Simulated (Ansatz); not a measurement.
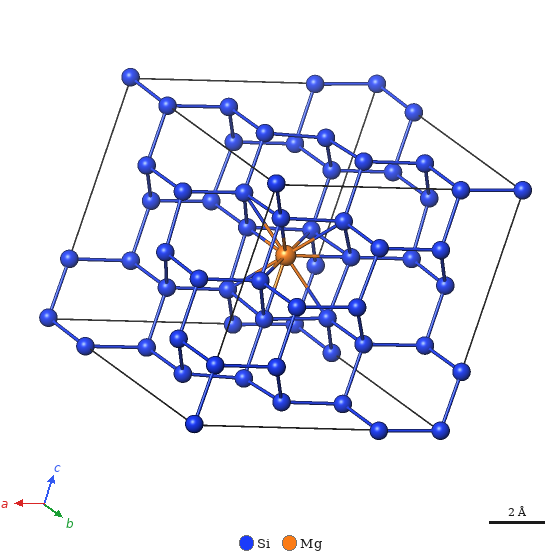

Shown here is a ball-and-stick view of the crystal, taken from a general direction. Lines trace the edges of the supercell. The host is Si, in a cell of 32 sites, and the cell carries a charge of +2.

Describe the defect.

An interstitial magnesium atom. It is bonded to ten Si at about 2.5 to 2.8 Å.

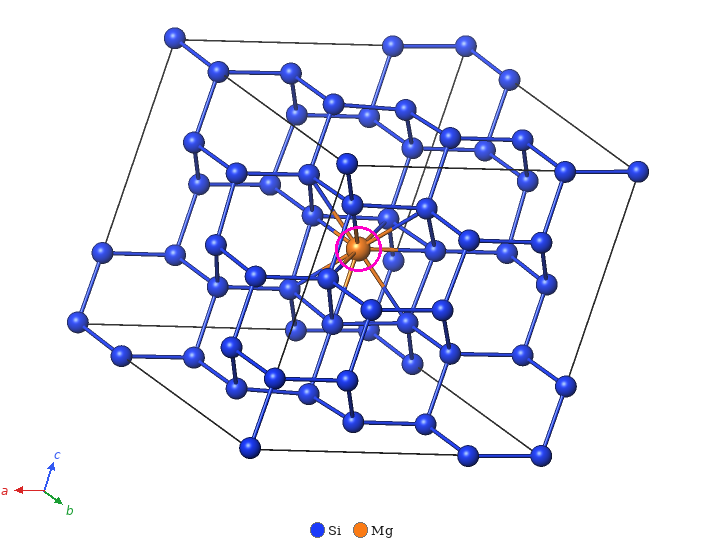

The same cell with a ring at the defect's site.

The atoms were relaxed in the host's cell with DFT r2SCAN, scalar-relativistic, plane waves, PAW (Ansatz).
